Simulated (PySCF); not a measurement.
# C₂HF₂Ga: electronic excitations

What electronic excitations should C₂HF₂Ga (`C#[C][Ga]([F])[F]`) show?

The runs use PySCF 2.14.0, with density-fitted response routines of our own; the level of theory stands in each step. All values are computed, except where a source is named. Atoms are numbered from 0 throughout.

### Step 1. The molecule as given

6 atoms, charge 0, multiplicity 1; geometry from: GFN2-xTB.

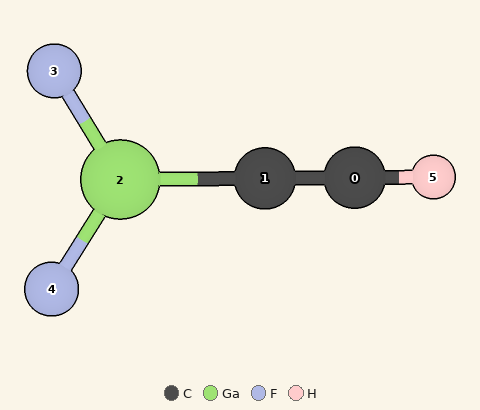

As it starts; carbon dark grey, gallium green, fluorine light blue, hydrogen pink, atoms numbered.

### Step 2. Excited states and response: CAM-B3LYP/def2-SVPD

The job: settings as JSON, then the geometry in Å.

```
{"job": {"kind": "uv", "xc": "CAM-B3LYP", "basis": "def2-SVPD", "nstates": 8, "ntriplets": 3}, "charge": 0, "multiplicity": 1}
C     -1.851287     0.212634     0.462449
C     -0.676480     0.078289     0.248123
Ga     1.216623    -0.138854    -0.096241
F      2.165801    -1.299126     0.780692
F      2.031665     0.818153    -1.294096
H     -2.883199     0.330895     0.650509
```

Level: TDDFT CAM-B3LYP/def2-SVPD, vertical, gas phase, core orbitals frozen in the response.

The run is started by

```
$ OMP_NUM_THREADS=1 python probes_run.py task.json out
```

One launch serves the whole session: the jobs run in the order shown.

What it wrote:

```text
coarse grid: 30848 points
cycle   1  E = -2200.8093660437  dE = -1.685e-01  |g| = 9.498e-01  |ddm| = 6.943e+00
cycle   2  E = -2200.6576213586  dE =  1.517e-01  |g| = 1.440e+00  |ddm| = 2.780e+00
cycle   3  E = -2200.9612741246  dE = -3.037e-01  |g| = 9.577e-02  |ddm| = 1.675e+00
cycle   4  E = -2200.9627440097  dE = -1.470e-03  |g| = 4.820e-02  |ddm| = 1.861e-01
cycle   5  E = -2200.9631419367  dE = -3.979e-04  |g| = 1.422e-02  |ddm| = 1.050e-01
cycle   6  E = -2200.9631886664  dE = -4.673e-05  |g| = 5.474e-03  |ddm| = 2.517e-02
cycle   7  E = -2200.9631957129  dE = -7.047e-06  |g| = 1.100e-03  |ddm| = 1.150e-02
final grid: 64288 points
cycle   8  E = -2200.9630559450  dE = -1.770e-07  |g| = 1.121e-03  |ddm| = 3.582e-03
cycle   9  E = -2200.9630557746  dE =  1.705e-07  |g| = 1.432e-03  |ddm| = 3.287e-03
cycle  10  E = -2200.9630561812  dE = -4.067e-07  |g| = 2.450e-04  |ddm| = 2.091e-03
cycle  11  E = -2200.9630561958  dE = -1.463e-08  |g| = 2.997e-05  |ddm| = 3.615e-04
cycle  12  E = -2200.9630561968  dE = -9.468e-10  |g| = 2.064e-05  |ddm| = 8.870e-05
converged SCF energy = -2200.9630561968

Static polarisability (au): isotropic 44.040, principal 32.260 38.231 61.628

Singlet excitations
state   eV       nm        f      main configurations
  1   5.5528    223.3   0.00000   H->L 0.91
  2   6.0713    204.2   0.02500   H-1->L 0.68, H->L+2 0.27
  3   6.5560    189.1   0.00000   H-1->L+2 0.93
  4   6.8321    181.5   0.00479   H->L+1 0.95
  5   6.8624    180.7   0.00635   H-1->L+1 0.95
  6   8.1205    152.7   0.00267   H-2->L 0.96
  7   8.1615    151.9   0.21167   H->L+2 0.41, H-1->L 0.27, H-1->L+5 0.22
  8   8.3994    147.6   0.01721   H-3->L+1 0.82, H-4->L 0.09

Triplet excitations (Tamm-Dancoff, eV): 4.8319 5.1763 5.5047
```

Run time: 26 s. Hardware: 1 thread of Arm Neoverse N1, shared host; peak memory 0.54 GiB.

The orbitals next to the gap, with their largest atomic shares:

```csv
orbital,eV,atoms
HOMO−3,-13.01,"F4 48 %, F3 48 %"
HOMO−2,-12.78,"F3 32 %, F4 32 %, C1 16 %"
HOMO−1,-10.58,"C1 46 %, C0 44 %, Ga2 6 %"
HOMO,-10.51,"C1 45 %, C0 45 %, H5 4 %"
LUMO,-0.89,"Ga2 44 %, C1 21 %, C0 15 %"
LUMO+1,-0.57,"Ga2 65 %, F3 12 %, F4 12 %"
LUMO+2,0.66,"C0 32 %, C1 30 %, Ga2 23 %"
```

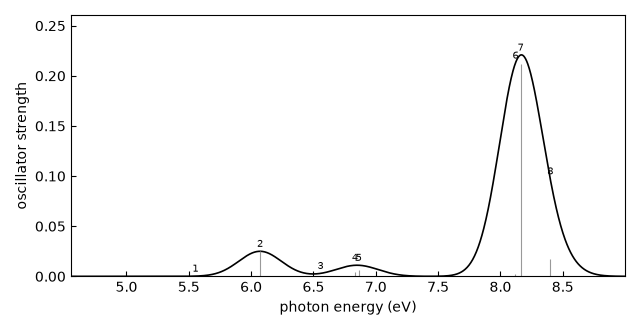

Absorption spectrum from the 8 singlet states computed; above the last one it falls off for lack of states. Lines are broadened to a width of 0.40 eV (Gaussian).

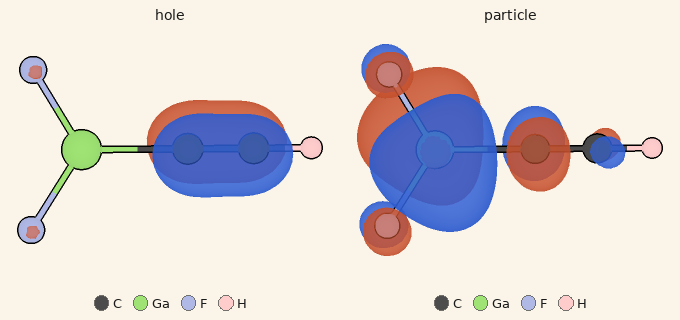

Leading natural transition orbitals of singlet state 7: the electron leaves the hole (left) for the particle orbital (right).

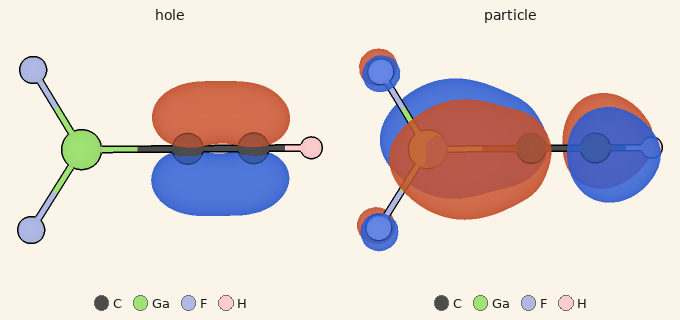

Leading natural transition orbitals of singlet state 1: the electron leaves the hole (left) for the particle orbital (right).

Further results of this job:

```csv
property,computed
dipole moment (D),2.88
polarisability (Å³),6.53
HOMO–LUMO gap (eV),9.62
−ε(HOMO) (eV),10.51
```

Orbitals, density, ELF and potential are computed afterwards from the orbital file.

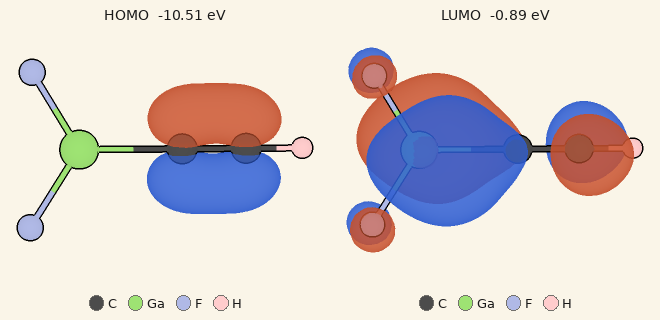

Frontier orbitals at CAM-B3LYP/def2-SVPD; each surface holds 70 % of the orbital's density, blue and red mark the sign.

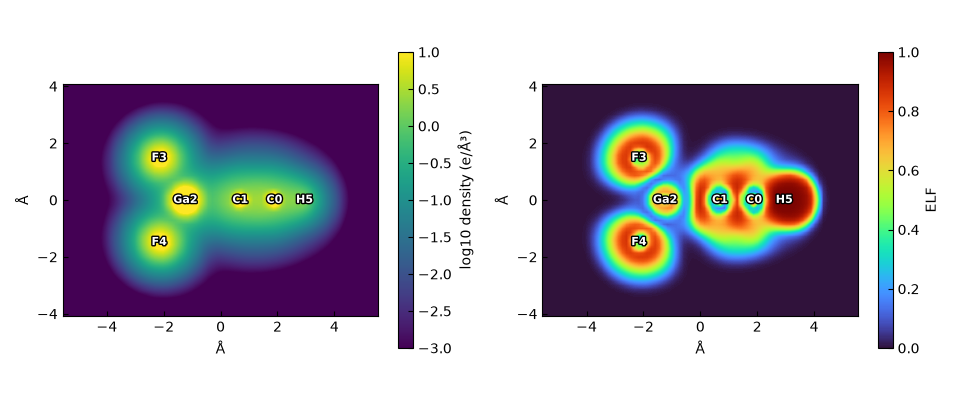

Density (left) and ELF (right) in a plane through or near 6 of the atoms.

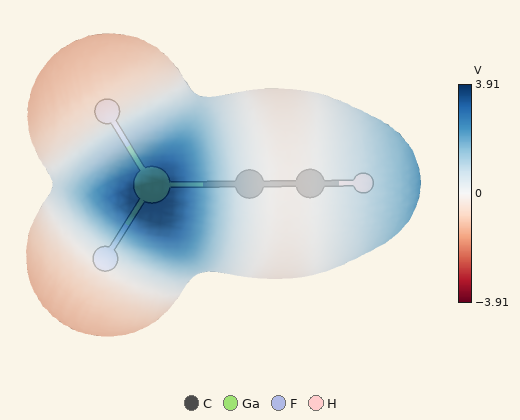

The potential that a unit positive charge feels on the 0.002 e/bohr³ surface, from -1.14 V near F4 to 3.91 V near Ga2.

### Step 3. Summary of results

| quantity | value |
| --- | --- |
| lowest singlet (CAM-B3LYP/def2-SVPD) | 5.55 eV (223 nm), f = 0.000 |
| brightest single state of those computed | state 7, 8.16 eV, f = 0.212 |
| lowest triplet | 4.83 eV |
| surface potential, least and greatest | -1.14 V and 3.91 V |

What this shows: The lowest singlet, at 5.55 eV, is HOMO→LUMO 0.91 and is dark; of the 8 states computed, the strongest absorption comes from state 7 at 8.16 eV. The lowest triplet lies 0.72 eV below the lowest singlet (triplets in Tamm-Dancoff, singlets in full TDDFT). At CAM-B3LYP/def2-SVPD, counted by nearest atom on the grid, the HOMO lies on C0, C1 about 47 % each, the LUMO on Ga2 49 %; C0, C1 about 15 % each.
